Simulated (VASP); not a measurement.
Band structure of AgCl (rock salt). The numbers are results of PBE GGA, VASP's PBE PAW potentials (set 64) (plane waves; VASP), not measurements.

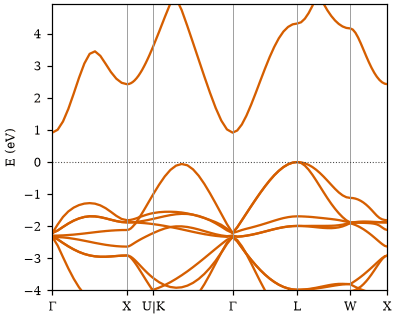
Figure. Bands along high-symmetry lines, zero at the valence-band maximum or, without a gap, the Fermi level

### Question
Read the plot: is there a gap, and where are the band edges?

### Answer
The gap is indirect, 0.92 eV, from the valence maximum at L to the conduction minimum at Γ. (Edges off the drawn lines would not show.)

The compound is AgCl in the rock salt structure. It was relaxed first.
